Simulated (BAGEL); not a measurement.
**A workflow on CH6BN (SMILES CBN)**

Aim: a single-point energy (HF/def2-SV(P)), then a single-point energy (NEVPT2(2,2)/def2-SV(P)), then the energy (CASPT2(2,2)/def2-SV(P)) of CH6BN. 

The results are computed with BAGEL 1.2.2.

## Step 1: The molecule

CH6BN: 9 atoms, total charge 0, spin state singlet. SMILES: `CBN`. The C1–B2 distance was set to 2.509 Å, away from the relaxed value. At this shape a bond of the SMILES string is far longer than usual.

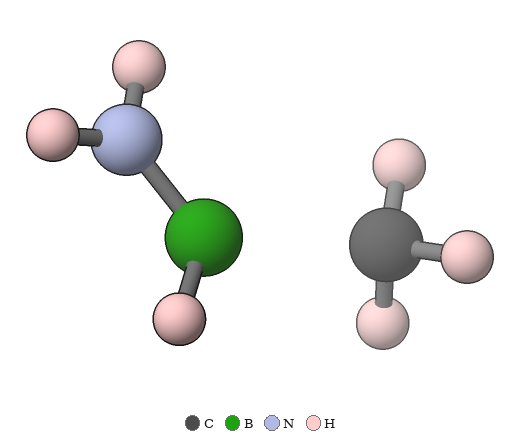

The structure, seen from a chosen angle (carbon dark grey, boron green, nitrogen light blue, hydrogen pink).

## Step 2: A single-point energy at HF/def2-SV(P) (density fitting with svp-jkfit) (run 1)

hf.json

```json
{ "bagel" : [

{
  "title" : "molecule",
  "basis" : "def2-sv_p_.json",
  "df_basis" : "svp-jkfit",
  "geometry" : [
    { "atom" : "C", "xyz" : [ -2.53245033,  2.61170733, -1.49431794 ] },
    { "atom" : "B", "xyz" : [  0.86814018, -0.53460352, -0.48414783 ] },
    { "atom" : "N", "xyz" : [  1.12022965, -1.59266118,  1.90994619 ] },
    { "atom" : "H", "xyz" : [ -3.71655272,  1.91836681, -3.04446028 ] },
    { "atom" : "H", "xyz" : [ -1.69964802,  4.37765639, -2.18217825 ] },
    { "atom" : "H", "xyz" : [ -3.76946505,  3.06750927,  0.09796529 ] },
    { "atom" : "H", "xyz" : [  2.35988998, -1.19581869, -2.06509271 ] },
    { "atom" : "H", "xyz" : [  2.46836026, -2.85537617,  2.35252005 ] },
    { "atom" : "H", "xyz" : [ -0.03174740, -1.16482718,  3.36220072 ] }
  ]
},
{
  "title" : "hf"
},
{
  "title" : "print",
  "file" : "orbitals.molden",
  "orbitals" : true
}

]}
```

The basis set def2-SV(P) is read from a file made from the Basis Set Exchange's data (not shown).

The run is started by

```sh
BAGEL_NUM_THREADS=1 BAGEL hf.json > hf.out
```

Output:

```text
* using 1 threads per process

  ===============================================================
  ===============================================================

  *** Geometry ***

  { "atom" : "C", "xyz" : [     -2.532450,      2.611707,     -1.494318 ] },
  { "atom" : "B", "xyz" : [      0.868140,     -0.534604,     -0.484148 ] },
  { "atom" : "N", "xyz" : [      1.120230,     -1.592661,      1.909946 ] },
  { "atom" : "H", "xyz" : [     -3.716553,      1.918367,     -3.044460 ] },
  { "atom" : "H", "xyz" : [     -1.699648,      4.377656,     -2.182178 ] },
  { "atom" : "H", "xyz" : [     -3.769465,      3.067509,      0.097965 ] },
  { "atom" : "H", "xyz" : [      2.359890,     -1.195819,     -2.065093 ] },
  { "atom" : "H", "xyz" : [      2.468360,     -2.855376,      2.352520 ] },
  { "atom" : "H", "xyz" : [     -0.031747,     -1.164827,      3.362201 ] },

  Number of auxiliary basis functions:      335

  Since a DF basis is specified, we compute 2- and 3-index integrals:
    o Being stored without compression. Storage requirement is 0.008 GB

  Number of basis functions:       54
  Number of electrons      :       24

    * METHOD: MOLECULE                             0.07

  *** RHF ***

  === Nuclear Repulsion ===
    59.2124009340

      * DIIS with orbital gradients will be used.

  === RHF iteration (def2-sv_p_.json) ===
      0       -120.09989746          0.02698271           0.01
      1       -120.25602002          0.01491451           0.01
      2       -120.30676679          0.00237378           0.01
      3       -120.30922702          0.00056305           0.01
      4       -120.30937020          0.00016544           0.01
      5       -120.30939407          0.00003735           0.01
      6       -120.30939510          0.00001600           0.01
      7       -120.30939521          0.00000489           0.01
      8       -120.30939522          0.00000147           0.01
      9       -120.30939522          0.00000042           0.01
     10       -120.30939522          0.00000012           0.01
     11       -120.30939522          0.00000004           0.01
     12       -120.30939522          0.00000001           0.01
     13       -120.30939522          0.00000000           0.01
    * SCF iteration converged.

    * Permanent dipole moment:
           (   -0.409358,     0.618912,    -0.795626) a.u.

    * METHOD: HF                                   0.20

    * METHOD: PRINT                                0.01

  ===============================================================
```

It took 0.4 s on 1 thread of Arm Neoverse V2, shared host; peak memory 0.15 GiB.

## Step 3: A single-point energy at NEVPT2(2,2)/def2-SV(P) (density fitting with svp-jkfit) (run 2)

job.json

```json
{ "bagel" : [

{
  "title" : "molecule",
  "basis" : "def2-sv_p_.json",
  "df_basis" : "svp-jkfit",
  "angstrom" : false,
  "geometry" : [
    { "atom" : "C", "xyz" : [    -2.53245033,     2.61170733,    -1.49431794 ] },
    { "atom" : "B", "xyz" : [     0.86814018,    -0.53460352,    -0.48414783 ] },
    { "atom" : "N", "xyz" : [     1.12022965,    -1.59266118,     1.90994619 ] },
    { "atom" : "H", "xyz" : [    -3.71655272,     1.91836681,    -3.04446028 ] },
    { "atom" : "H", "xyz" : [    -1.69964802,     4.37765639,    -2.18217825 ] },
    { "atom" : "H", "xyz" : [    -3.76946505,     3.06750927,     0.09796529 ] },
    { "atom" : "H", "xyz" : [     2.35988998,    -1.19581869,    -2.06509271 ] },
    { "atom" : "H", "xyz" : [     2.46836026,    -2.85537617,     2.35252005 ] },
    { "atom" : "H", "xyz" : [    -0.03174740,    -1.16482718,     3.36220072 ] }
  ]
},

{
  "title" : "hf",
  "charge" : 0
},

{
  "title" : "nevpt2",
  "nstate" : 1,
  "nact" : 2,
  "nclosed" : 11,
  "charge" : 0,
  "active" : [12, 13],
  "maxiter" : 200,
  "natocc" : true,
  "ncore" : 3
},

{
  "title" : "print",
  "file" : "orbitals.molden",
  "orbitals" : true
}

]}
```

The basis set def2-SV(P) is read from a file made from the Basis Set Exchange's data (not shown).

The run is started by

```sh
BAGEL_NUM_THREADS=1 BAGEL job.json > job.out
```

Output:

```text
* using 1 threads per process

  ===============================================================
  ===============================================================

  *** Geometry ***

  { "atom" : "C", "xyz" : [     -2.532450,      2.611707,     -1.494318 ] },
  { "atom" : "B", "xyz" : [      0.868140,     -0.534604,     -0.484148 ] },
  { "atom" : "N", "xyz" : [      1.120230,     -1.592661,      1.909946 ] },
[... 5 lines of this table left out ...]
  { "atom" : "H", "xyz" : [     -0.031747,     -1.164827,      3.362201 ] },

  Number of auxiliary basis functions:      335

  Since a DF basis is specified, we compute 2- and 3-index integrals:
    o Being stored without compression. Storage requirement is 0.008 GB

[... 18 lines left out ...]
    * SCF iteration converged.
[... 1 line left out ...]
    * Permanent dipole moment:
[... 28 lines left out ...]
    * Second-order optimization converged. *

     guess   0:   closed 1.                   open ..

  === FCI iteration ===

      0  0      -120.30686356     7.58e-02      0.00
      1  0      -120.34705212     5.78e-03      0.00
      2  0 *    -120.34735819     8.41e-16      0.00

     * ci vector, state   0, <S^2> = 0.0000
       2.     0.9660546150
       .2    -0.2583379200

  === DF-NEVPT2 calculation ===

    * 3-index integral transformation done
    * assembly done

      NEVPT2 correlation energy:   -0.3385234625      0.05

          (+0)     -0.2769821541
          (+0)'    -0.0186037515
          (+1)     -0.0083046162
          (+1)'    -0.0000000000
          (+2)     -0.0003337065
          (-1)     -0.0315405942
          (-1)'     0.0000000000
          (-2)     -0.0027586400

      NEVPT2 total energy:       -120.6858816539

    * METHOD: NEVPT2                               0.81

    * METHOD: PRINT                                0.01

  ===============================================================
```

Run time: 1.2 s. Hardware: 1 thread of Arm Neoverse V2, shared host; peak memory 0.15 GiB.

## Step 4: The energy at CASPT2(2,2)/def2-SV(P) (density fitting with svp-jkfit) (run 3)

Changes to job.json since step 3:

```diff
@@ -26,3 +26,3 @@
 {
-  "title" : "nevpt2",
+  "title" : "casscf",
   "nstate" : 1,
@@ -33,4 +33,3 @@
   "maxiter" : 200,
-  "natocc" : true,
-  "ncore" : 3
+  "natocc" : true
 },
@@ -41,2 +40,13 @@
   "orbitals" : true
+},
+
+{
+  "title" : "smith",
+  "method" : "caspt2",
+  "ms" : true,
+  "xms" : true,
+  "sssr" : true,
+  "shift" : 0.2,
+  "shift_imag" : true,
+  "ncore" : 3
 }
```

The basis set def2-SV(P) is read from a file made from the Basis Set Exchange's data (not shown).

The run is started by

```sh
BAGEL_NUM_THREADS=1 BAGEL job.json > job.out
```

Output:

```text
* using 1 threads per process

  ===============================================================
  ===============================================================

  *** Geometry ***

  { "atom" : "C", "xyz" : [     -2.532450,      2.611707,     -1.494318 ] },
  { "atom" : "B", "xyz" : [      0.868140,     -0.534604,     -0.484148 ] },
  { "atom" : "N", "xyz" : [      1.120230,     -1.592661,      1.909946 ] },
[... 5 lines of this table left out ...]
  { "atom" : "H", "xyz" : [     -0.031747,     -1.164827,      3.362201 ] },

  Number of auxiliary basis functions:      335

  Since a DF basis is specified, we compute 2- and 3-index integrals:
    o Being stored without compression. Storage requirement is 0.008 GB

[... 18 lines left out ...]
    * SCF iteration converged.
[... 1 line left out ...]
    * Permanent dipole moment:
[... 27 lines left out ...]
    * Second-order optimization converged. *
[... 9 lines left out ...]
     * ci vector, state   0, <S^2> = 0.0000
[... 16 lines left out ...]
    * Zeroth order energy : state  0       -0.5774093057
[... 4 lines left out ...]
       #      aibj      arbs      arbi      airj      risj      airs      arst      rist         Etot      error   time
[... 2 lines left out ...]
       0  -0.27620  -0.00345  -0.03251  -0.00889  -0.00048  -0.01718  -0.00000  -0.00000   -0.3386990  0.0013440   0.02
       1  -0.27626  -0.00347  -0.03258  -0.00895  -0.00050  -0.01738  -0.00000  -0.00000   -0.3391355  0.0001590   0.02
       2  -0.27626  -0.00347  -0.03258  -0.00895  -0.00050  -0.01738  -0.00000  -0.00000   -0.3391427  0.0000223   0.02
       3  -0.27626  -0.00347  -0.03258  -0.00895  -0.00050  -0.01738   0.00000  -0.00000   -0.3391428  0.0000034   0.02
       4  -0.27626  -0.00347  -0.03258  -0.00895  -0.00050  -0.01738  -0.00000  -0.00000   -0.3391428  0.0000005   0.02

      ------------------------------------------------------------------------------------------------------------------

    * CASPT2 energy : state  0     -120.6883974043
        w/o shift correction       -120.6865010210
        reference weight              0.8952790066

    * METHOD: SMITH                                0.14

  ===============================================================
```

Wall time 1.3 s (1 thread of Arm Neoverse V2, shared host); peak memory 0.15 GiB.

## Step 5: Outcome

```
                                   quantity          value
         run 1, HF/def2-SV(P): total energy  -120.30940 Eh
        run 1, HF/def2-SV(P): dipole moment         2.77 D
          run 1, HF/def2-SV(P): HOMO energy       -8.86 eV
          run 1, HF/def2-SV(P): LUMO energy        3.87 eV
        run 1, HF/def2-SV(P): HOMO–LUMO gap       12.72 eV
run 2, NEVPT2(2,2)/def2-SV(P): total energy  -120.68588 Eh
run 3, CASPT2(2,2)/def2-SV(P): total energy  -120.68840 Eh
```
